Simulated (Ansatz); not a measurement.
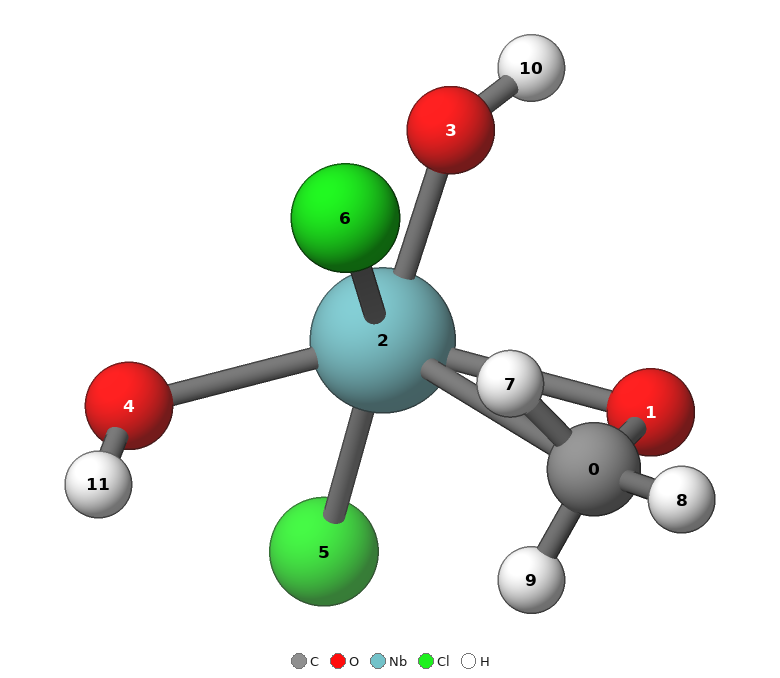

Starting geometry of the run. Atoms are numbered from 0, in the order of the input.

Input file:

```yaml
crystal:
  periodic: [false, false, false]
  atoms:
    - {symbol: C, position_ang: [0.602100, -0.835600, 1.526400]}
    - {symbol: O, position_ang: [-0.815500, -1.021200, 1.455400]}
    - {symbol: Nb, position_ang: [-0.884000, 0.507700, -0.569100]}
    - {symbol: O, position_ang: [-0.909200, -1.275100, -1.585800]}
    - {symbol: O, position_ang: [0.413900, 2.224600, -1.574800]}
    - {symbol: Cl, position_ang: [-2.133900, 2.750500, 0.491400]}
    - {symbol: Cl, position_ang: [1.463800, -0.936200, -1.573900]}
    - {symbol: H, position_ang: [0.998400, -0.918300, 0.477600]}
    - {symbol: H, position_ang: [1.078400, -1.479100, 2.239700]}
    - {symbol: H, position_ang: [0.742400, 0.245600, 1.910300]}
    - {symbol: H, position_ang: [-1.775100, -1.890500, -1.549200]}
    - {symbol: H, position_ang: [1.295700, 2.572600, -1.213800]}
basis:
  gaussian: {orbitals: def2-SVP}
hamiltonian: {xc: pbe, dispersion: d4}
relax: {f_tol: 0.03, max_steps: 200}
```

What the program printed (its end):

```
mean field -33832.05360225 eV, -1243.3050376931 hartree, gradient 1.5e-5 eV, S^2 0.000000; 1 other end points of the search recorded, 0 dependent functions left out
the calculation of the forces begins
reference -33832.05367808 eV, -1243.3050404799 hartree; 41, 41 occupied and 107, 107 virtual orbitals, 1544 factors
Total energy: -33832.38620407 eV, -1243.3172605846 hartree
Atom 0 at     0.659825    -1.044456     1.789205 Å, force     0.011593    -0.010653    -0.003739 eV/Å
Atom 1 at    -0.162040    -0.485999     0.807161 Å, force    -0.000886     0.006885     0.017784 eV/Å
Atom 2 at    -0.413516     0.604915    -0.716729 Å, force    -0.011144     0.020428    -0.014282 eV/Å
Atom 3 at    -1.553225    -0.625053    -1.595543 Å, force    -0.007148    -0.006972    -0.004035 eV/Å
Atom 4 at    -0.207821     1.724042    -2.234261 Å, force     0.015853    -0.016029     0.012590 eV/Å
Atom 5 at    -1.545219     2.227036     0.510873 Å, force     0.002183    -0.006798     0.002428 eV/Å
Atom 6 at     1.965681     0.416464    -0.862351 Å, force     0.004063    -0.007406     0.001708 eV/Å
Atom 7 at     1.721300    -1.015425     1.451985 Å, force    -0.019154     0.008913     0.001168 eV/Å
Atom 8 at     0.363733    -2.098955     1.978915 Å, force     0.010427     0.003106    -0.000624 eV/Å
Atom 9 at     0.565075    -0.470762     2.737278 Å, force    -0.004409    -0.004280    -0.008414 eV/Å
Atom 10 at    -1.845992    -1.425671    -1.117249 Å, force     0.006370     0.008598     0.000899 eV/Å
Atom 11 at     0.529200     2.138866    -2.715085 Å, force    -0.007747     0.004210    -0.005483 eV/Å
Dipole moment:     0.059412    -0.470437     0.177149 e Å
```
